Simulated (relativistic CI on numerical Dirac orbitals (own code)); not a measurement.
# Er³⁺: M4,5 absorption multiplets

Aim: the M4,5 absorption spectrum of Er³⁺ in 4 surroundings, from the same atomic integrals.

Method: Dirac-Coulomb-Breit CI, KLI orbitals optimised for each configuration, model QED (radiative potential, 1s self-energy scaled to tabulated hydrogen-like ionisation energies), valence Slater integrals scaled by 0.8, multiplet model of core-to-valence dipole absorption in a parametric crystal field. Code: relativistic CI on numerical Dirac orbitals (own code) version 1.

### Step 1. The atom as given

- ion: Er³⁺ (Er IV)
- nuclear charge: 68
- electrons: 65
- configurations: [Xe] 4f11 → [Ar] 3d9 4s2 4p6 4d10 4f12 5s2 5p6
- magnetising field for the dichroism, Lz and Sz: magnetic field 10 T along z; these come from the lowest magnetised state alone (0 K)
- temperature of the isotropic spectrum: 10 K
- widths: Lorentz 0.6 eV, Gauss 0.4 eV
- surrounding 1: Oh, B40 = -1970, B60 = 430 cm⁻¹
- surrounding 2: C2v, B20 = -770, B22 = 100, B40 = -530, B42 = -370, B44 = 60, B60 = -620, B62 = 90, B64 = -230, B66 = 10 cm⁻¹
- surrounding 3: C2v, B20 = 320, B22 = 280, B40 = 190, B42 = 470, B44 = -680, B60 = -210, B62 = 70, B64 = 230, B66 = 580 cm⁻¹
- surrounding 4: D3d, B20 = 1530, B40 = -410, B43 = 610, B60 = 340, B63 = 200, B66 = -660 cm⁻¹

### Step 2. Surrounding 1: Oh, B40 = -1970, B60 = 430

Settings, as recorded:

```ini
atom Er  Z=68  charge=3  electrons=65
nucleus A=166  rms_radius_fm=5.2516
hamiltonian dirac-coulomb  breit=on  qed=on  c_scale=1
orbitals kli  potential=per-configuration
slater_scale 0.8
correlation none
mixing on
configurations
  [Xe] 4f11
  [Ar] 3d9 4s2 4p6 4d10 4f12 5s2 5p6
end
absorption M4,5 T=10 lorentz=0.6 gauss=0.4
crystal_field Oh B40=-1970 B60=430
```

Main fields of the result record, rounded (excerpt; [...] marks lines left out):

```text
status: converged
curve, one point in 3 above 2 % of the maximum [energy, isotropic, mcd, ld] [eV; bohr^2/eV]:
  - [1403.4, 6.115e-05, -3.323e-05, 3.556e-05]
  - [1403.7, 8.101e-05, -3.026e-05, 4.803e-05]
  - [1404, 0.0001161, -1.381e-05, 6.496e-05]
  - [1404.3, 0.0001888, 4.723e-05, 8.442e-05]
  - [1404.6, 0.0003221, 0.0001522, 0.0001346]
  - [1404.9, 0.0004798, 7.104e-05, 0.0003925]
  - [1405.2, 0.0008456, -0.0002122, 0.001135]
  - [1405.5, 0.001533, -0.0005079, 0.002341]
  - [1405.8, 0.001447, -0.0005379, 0.00219]
  - [1406.1, 0.0007617, -0.0004114, 0.0009894]
  - [1406.4, 0.0004511, -0.0004199, 0.0003683]
  - [1406.7, 0.0004191, -0.0005683, 0.0001325]
  - [1407, 0.0005595, -0.0009326, -2.564e-05]
  - [1407.3, 0.0008874, -0.00185, -0.0004823]
  - [1407.6, 0.001782, -0.004264, -0.00161]
  - [1407.9, 0.002861, -0.007025, -0.002781]
  - [1408.2, 0.002125, -0.005186, -0.002016]
  - [1408.5, 0.0009727, -0.002342, -0.0008858]
  - [1408.8, 0.0005095, -0.00121, -0.0004473]
  - [1409.1, 0.0003432, -0.0008088, -0.0002948]
  - [1409.4, 0.0002763, -0.0006524, -0.000238]
  - [1409.7, 0.0003293, -0.0007932, -0.000301]
  - [1410, 0.0005199, -0.001272, -0.0004985]
  - [1410.3, 0.0005318, -0.00129, -0.0004994]
  - [1410.6, 0.000296, -0.0007004, -0.0002593]
  - [1410.9, 0.0001575, -0.0003566, -0.0001195]
  - [1411.2, 0.0001117, -0.0002299, -5.74e-05]
  - [1411.5, 0.0001128, -0.0001938, -1.122e-05]
  - "... 11 more rows left out ..."
sticks, the strongest [energy, strength] [eV, bohr^2]:
  - [1404.73, 0.0001098]
  - [1405.62, 0.0001899]
  - [1405.63, 0.001439]
  - [1405.64, 0.0001765]
  - [1407.11, 9.515e-05]
  - [1407.89, 9.606e-05]
  - [1407.9, 0.0003859]
  - [1407.94, 0.002155]
  - [1407.95, 0.0003293]
  - [1407.98, 6.966e-05]
  - [1407.99, 0.0002256]
  - [1410.17, 0.0004622]
  - [1448.16, 0.0001065]
  - [1448.6, 0.0001728]
total [bohr^2]: 0.00660726
centroid [eV]: 1410.37
radial 3d10 4f11 [Ha, bohr]: {"<r^-3>(4f)": 11.247, "<r^1>(4f)": 0.76242, "<r^2>(4f)": 0.7534, "<r^4>(4f)": 1.5, "<r^6>(4f)": 6.4702, "F2(4f,4f)": 0.57581, "F4(4f,4f)": 0.36022, "F6(4f,4f)": 0.25887, "zeta(4f)": 0.01081}
radial 3d9 4f12 [Ha, bohr]: {"<r^-3>(3d)": 424.66, "<r^1>(3d)": 0.20226, "<r^2>(3d)": 0.047989, "<r^4>(3d)": 0.0040723, "zeta(3d)": 0.60488, "<r^-3>(4f)": 12.267, "<r^1>(4f)": 0.73449, "<r^2>(4f)": 0.69711, "<r^4>(4f)": 1.2777, "<r^6>(4f)": 5.1052, "F2(4f,4f)": 0.59964, "F4(4f,4f)": 0.37563, "F6(4f,4f)": 0.27008, "F2(3d,4f)": 0.40116, "F4(3d,4f)": 0.19006, "G1(3d,4f)": 0.29373, "G3(3d,4f)": 0.17237, "G5(3d,4f)": 0.11911, "zeta(4f)": 0.0123}
ground_degeneracy: 2
ground_Lz: -4.98667
ground_Sz: -1.22933
ground_S: 1.47605
core_spin_orbit_splitting [eV]: 42.7935
branching_ratio: 0.929421
edge_boundary [eV]: 1429.99
mcd_integrals: [-0.509808, -0.0436083]
```

Wall time 0.63 s (1 thread, shared host).

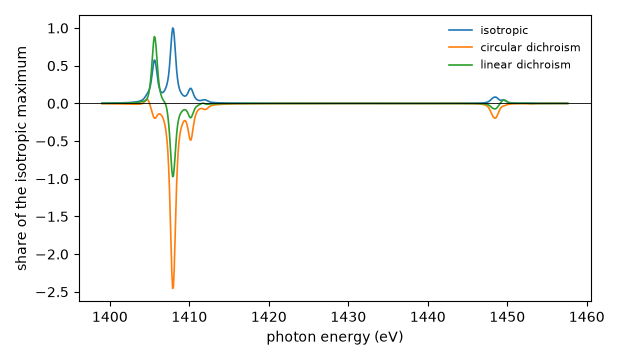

Thermal isotropic spectrum, and the dichroism of the lowest magnetised state alone (0 K, fully polarised).

### Step 3. Surrounding 2: C2v, B20 = -770, B22 = 100, B40 = -530, B42 = -370, B44 = 60, B60 = -620, B62 = 90, B64 = -230, B66 = 10

Settings: those of step 2 with these lines changed.

```diff
@@ -12,2 +12,2 @@
 absorption M4,5 T=10 lorentz=0.6 gauss=0.4
-crystal_field Oh B40=-1970 B60=430
+crystal_field C2v B20=-770 B22=100 B40=-530 B42=-370 B44=60 B60=-620 B62=90 B64=-230 B66=10
```

Main fields:

```text
status: converged
curve, one point in 5 above 2 % of the maximum [energy, isotropic, mcd, ld] [eV; bohr^2/eV]:
  - [1403.4, 6.172e-05, -3.808e-05, 5.367e-05]
  - [1403.9, 0.0001033, -2.303e-05, 9.08e-05]
  - [1404.4, 0.0002326, 0.00011, 0.0001556]
  - [1404.9, 0.0004909, 9.734e-05, 0.0006257]
  - [1405.4, 0.001358, -0.0004872, 0.002941]
  - [1405.9, 0.001151, -0.0005793, 0.002355]
  - [1406.4, 0.0004369, -0.0004947, 0.0004861]
  - [1406.9, 0.0004941, -0.0009064, 6.809e-05]
  - [1407.4, 0.001064, -0.002776, -0.001022]
  - [1407.9, 0.002863, -0.008283, -0.003903]
  - [1408.4, 0.001318, -0.003794, -0.001772]
  - [1408.9, 0.0004484, -0.001263, -0.0005643]
  - [1409.4, 0.0002759, -0.0007685, -0.0003365]
  - [1409.9, 0.0004496, -0.001288, -0.000597]
  - [1410.4, 0.0004614, -0.001323, -0.0006141]
  - [1410.9, 0.0001588, -0.0004259, -0.0001709]
  - [1411.4, 0.0001146, -0.0002425, -2.763e-05]
  - [1411.9, 0.0001386, -0.0002825, -1.651e-05]
  - [1412.4, 7.405e-05, -0.0001753, -4.55e-05]
  - [1447.9, 0.0001322, -0.000379, -0.000174]
  - [1448.4, 0.0002423, -0.0006902, -0.0003138]
  - [1448.9, 0.0001533, -0.0003845, -0.0001224]
  - [1449.4, 0.0001254, -0.0001361, 0.0001608]
  - [1449.9, 7.207e-05, -6.552e-05, 0.0001095]
sticks, the strongest [energy, strength] [eV, bohr^2]:
  - [1404.72, 0.0001347]
  - [1405.6, 0.00153]
  - [1405.62, 0.0002099]
  - [1407.95, 0.002667]
  - [1407.96, 0.0005379]
  - [1410.18, 0.0005519]
  - [1448.15, 0.0001285]
  - [1448.58, 0.0001856]
total [bohr^2]: 0.00660738
centroid [eV]: 1410.36
ground_degeneracy: 2
ground_Lz: -5.91262
ground_Sz: -1.44106
ground_S: 1.47596
core_spin_orbit_splitting [eV]: 42.7935
branching_ratio: 0.929842
edge_boundary [eV]: 1430.12
mcd_integrals: [-0.603544, -0.052593]
```

Wall time 0.59 s (1 thread, shared host).

### Step 4. Surrounding 3: C2v, B20 = 320, B22 = 280, B40 = 190, B42 = 470, B44 = -680, B60 = -210, B62 = 70, B64 = 230, B66 = 580

Settings: those of step 3 with these lines changed.

```diff
@@ -12,2 +12,2 @@
 absorption M4,5 T=10 lorentz=0.6 gauss=0.4
-crystal_field C2v B20=-770 B22=100 B40=-530 B42=-370 B44=60 B60=-620 B62=90 B64=-230 B66=10
+crystal_field C2v B20=320 B22=280 B40=190 B42=470 B44=-680 B60=-210 B62=70 B64=230 B66=580
```

Main fields:

```text
status: converged
curve, one point in 5 above 2 % of the maximum [energy, isotropic, mcd, ld] [eV; bohr^2/eV]:
  - [1403.4, 6.142e-05, -2.861e-06, -1.861e-05]
  - [1403.9, 0.0001024, -2.063e-06, -3.244e-05]
  - [1404.4, 0.0002291, 6.239e-06, -6.131e-05]
  - [1404.9, 0.0004885, 5.013e-06, -0.0002161]
  - [1405.4, 0.001337, -3.993e-05, -0.0009764]
  - [1405.9, 0.001179, -3.878e-05, -0.0007942]
  - [1406.4, 0.0004437, -3.418e-05, -0.0001597]
  - [1406.9, 0.0004948, -6.297e-05, -1.094e-05]
  - [1407.4, 0.001076, -0.0001955, 0.000365]
  - [1407.9, 0.002859, -0.0005838, 0.001334]
  - [1408.4, 0.001303, -0.0002677, 0.0005753]
  - [1408.9, 0.0004452, -8.869e-05, 0.0001831]
  - [1409.4, 0.0002751, -5.385e-05, 0.0001101]
  - [1409.9, 0.0004445, -8.82e-05, 0.0001925]
  - [1410.4, 0.0004643, -9.294e-05, 0.0001975]
  - [1410.9, 0.0001594, -2.995e-05, 5.555e-05]
  - [1411.4, 0.000112, -1.65e-05, 9.654e-06]
  - [1411.9, 0.0001386, -1.898e-05, -6.531e-08]
  - [1412.4, 7.661e-05, -1.273e-05, 1.233e-05]
  - [1447.9, 0.0001287, -2.416e-05, 4.441e-05]
  - [1448.4, 0.0002431, -4.61e-05, 8.79e-05]
  - [1448.9, 0.0001574, -2.729e-05, 3.633e-05]
  - [1449.4, 0.0001246, -9.258e-06, -5.269e-05]
  - [1449.9, 7.466e-05, -4.462e-06, -3.982e-05]
sticks, the strongest [energy, strength] [eV, bohr^2]:
  - [1404.74, 0.00015]
  - [1405.61, 0.001415]
  - [1405.63, 0.0003779]
  - [1407.11, 0.0001261]
  - [1407.95, 0.002814]
  - [1407.99, 0.0002708]
  - [1410.18, 0.0005312]
  - [1448.59, 0.0001685]
total [bohr^2]: 0.00660728
centroid [eV]: 1410.37
ground_degeneracy: 2
ground_Lz: -0.415334
ground_Sz: -0.104401
ground_S: 1.47619
core_spin_orbit_splitting [eV]: 42.7935
branching_ratio: 0.92949
edge_boundary [eV]: 1430.05
mcd_integrals: [-0.042577, -0.00352036]
```

It took 0.6 s on 1 thread, shared host.

### Step 5. Surrounding 4: D3d, B20 = 1530, B40 = -410, B43 = 610, B60 = 340, B63 = 200, B66 = -660

Settings: those of step 4 with these lines changed.

```diff
@@ -12,2 +12,2 @@
 absorption M4,5 T=10 lorentz=0.6 gauss=0.4
-crystal_field C2v B20=320 B22=280 B40=190 B42=470 B44=-680 B60=-210 B62=70 B64=230 B66=580
+crystal_field D3d B20=1530 B40=-410 B43=610 B60=340 B63=200 B66=-660
```

Main fields:

```text
status: converged
curve, one point in 5 above 2 % of the maximum [energy, isotropic, mcd, ld] [eV; bohr^2/eV]:
  - [1403.4, 6.17e-05, -2.811e-06, -2.702e-05]
  - [1403.9, 0.0001032, -2.571e-06, -4.647e-05]
  - [1404.4, 0.0002324, 2.649e-06, -8.366e-05]
  - [1404.9, 0.0004926, -2.607e-06, -0.0003242]
  - [1405.4, 0.001354, -4.576e-05, -0.001473]
  - [1405.9, 0.001154, -2.511e-05, -0.00115]
  - [1406.4, 0.0004383, -2.768e-05, -0.0002359]
  - [1406.9, 0.0004938, -5.429e-05, -2.74e-05]
  - [1407.4, 0.001062, -0.0001718, 0.0005273]
  - [1407.9, 0.002856, -0.0005047, 0.001995]
  - [1408.4, 0.001322, -0.0002214, 0.0009172]
  - [1408.9, 0.0004495, -7.424e-05, 0.0002922]
  - [1409.4, 0.0002761, -4.561e-05, 0.0001745]
  - [1409.9, 0.0004461, -7.627e-05, 0.0003124]
  - [1410.4, 0.0004626, -7.442e-05, 0.0003167]
  - [1410.9, 0.0001596, -2.409e-05, 8.898e-05]
  - [1411.4, 0.0001144, -1.348e-05, 1.452e-05]
  - [1411.9, 0.0001375, -1.492e-05, 1.248e-05]
  - [1412.4, 7.448e-05, -1.002e-05, 2.376e-05]
  - [1447.9, 0.0001309, -1.974e-05, 9.332e-05]
  - [1448.4, 0.0002435, -3.64e-05, 0.0001653]
  - [1448.9, 0.000154, -2.039e-05, 6.295e-05]
  - [1449.4, 0.0001243, -6.216e-06, -8.122e-05]
  - [1449.9, 7.254e-05, -2.236e-06, -5.38e-05]
sticks, the strongest [energy, strength] [eV, bohr^2]:
  - [1405.6, 0.0008158]
  - [1405.61, 0.0008264]
  - [1407.95, 0.002103]
  - [1407.96, 0.0008309]
  - [1407.97, 0.0001157]
  - [1407.98, 0.0001128]
  - [1410.18, 0.0005152]
  - [1448.57, 0.0001376]
total [bohr^2]: 0.00660736
centroid [eV]: 1410.36
ground_degeneracy: 2
ground_Lz: -0.353062
ground_Sz: -0.0940859
ground_S: 1.476
core_spin_orbit_splitting [eV]: 42.7935
branching_ratio: 0.929746
edge_boundary [eV]: 1430.0
mcd_integrals: [-0.0365062, -0.00268977]
```

It took 0.63 s on 1 thread, shared host.

### Step 6. Comparison

| surrounding | ground S | Lz (0 K) | Sz (0 K) | centroid (eV) | share of the lower edge | up to four highest peaks (% of the highest), eV |
| --- | --- | --- | --- | --- | --- | --- |
| 1: Oh | 1.48 | -4.99 | -1.23 | 1410.37 | 0.929 | 1405.6 (58), 1407.9 (100), 1410.2 (20), 1448.5 (8) |
| 2: C2v | 1.48 | -5.91 | -1.44 | 1410.36 | 0.930 | 1405.6 (57), 1408.0 (100), 1410.2 (20), 1448.5 (8) |
| 3: C2v | 1.48 | -0.42 | -0.10 | 1410.37 | 0.929 | 1405.6 (58), 1407.9 (100), 1410.2 (20), 1448.5 (9) |
| 4: D3d | 1.48 | -0.35 | -0.09 | 1410.36 | 0.930 | 1405.6 (57), 1408.0 (100), 1410.2 (20), 1448.5 (9) |

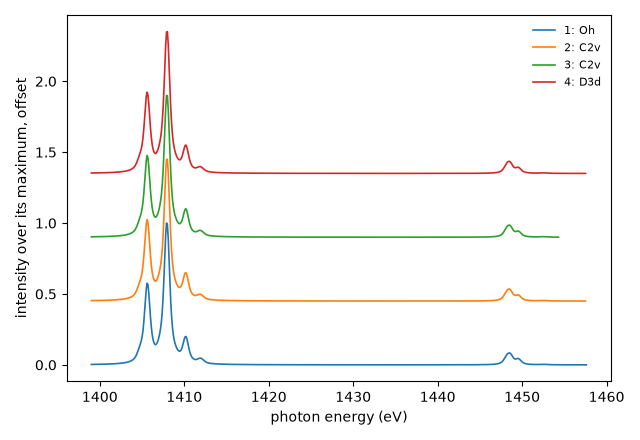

The spectra, each scaled to its maximum and offset.

### Step 7. What came out

```
                                 quantity           value
                  highest peak, first run       1407.9 eV
      ground spin (effective S from ⟨S²⟩)            1.48
                  share of the lower edge  0.929 to 0.930
core spin-orbit splitting (without Breit)        42.79 eV
```

**Reading.** The lower edge takes 0.93 of the intensity in surrounding 1, above the statistical 0.60. The highest peak stays in place, within the step of the energy grid, in all surroundings. Edge positions are free-ion values and differ from those in solids by a few eV or more.
